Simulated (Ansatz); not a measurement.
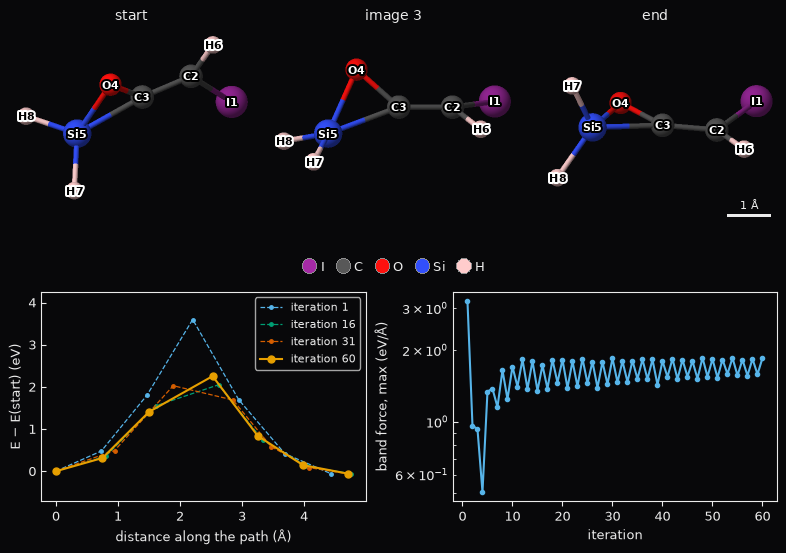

A nudged-elastic-band calculation for C2H3IOSi. Images are numbered from 0 (start) to 6 (end). The plot follows the band through its iterations. A ball-and-stick model, seen from a free direction.

Level of theory: RHF/def2-SVP in Ansatz 0.2.0.

Input file:
```yaml
crystal:
  periodic: [false, false, false]
  atoms:
    - { symbol: I, position_ang: [-1.955279, 1.292885, 2.009094] }
    - { symbol: C, position_ang: [-0.035996, 0.916808, 1.256815] }
    - { symbol: C, position_ang: [0.168204, 0.161588, 0.203149] }
    - { symbol: O, position_ang: [1.357527, -0.177681, -0.40754] }
    - { symbol: Si, position_ang: [0.079031, -0.900693, -1.232058] }
    - { symbol: H, position_ang: [0.77381, 1.387567, 1.796741] }
    - { symbol: H, position_ang: [-0.238169, -0.383201, -2.564878] }
    - { symbol: H, position_ang: [-0.056928, -2.354372, -1.117022] }
basis:
  gaussian: { orbitals: def2-SVP }
hamiltonian:
  xc: hf
neb:
  order_check: false
  images: 5
  f_tol: 0.03
  max_iterations: 60
  initial_path: idpp
  final_atoms:
    - { symbol: I, position_ang: [0.6047155, 1.90687131, 2.52488864] }
    - { symbol: C, position_ang: [-0.56862331, 0.80811271, 1.17549464] }
    - { symbol: C, position_ang: [-0.05745598, 0.1237878, 0.18009373] }
    - { symbol: O, position_ang: [1.23767081, -0.05874849, -0.22952591] }
    - { symbol: Si, position_ang: [0.21203527, -0.90909488, -1.25979946] }
    - { symbol: H, position_ang: [-1.63123869, 0.84280975, 1.35466153] }
    - { symbol: H, position_ang: [0.05677617, -0.39974804, -2.62406112] }
    - { symbol: H, position_ang: [0.23832023, -2.37108916, -1.17745106] }
```

Run as
```bash
ansatz run input.yaml --threads 1 --pin off --max-ram 2048MiB --backend cpu --events-out ev --progress --plain --runs-dir out
```

Question: Judge this run.

Answer: The result isn't final. The band hadn't converged when the run stopped after 60 iterations. The largest component of the band force went from 3.2 to 1.9 eV/Å. The barrier read from it is provisional: over the last two iterations the highest image moved from 2.28 eV to 2.25 eV. The first iteration put the highest image at 3.60 eV. Forward barrier 2.25 eV, backward barrier 2.31 eV, with image 3 at the top; the reaction energy is −0.06 eV.

The run took of the order of 15 core-minutes on a shared host.
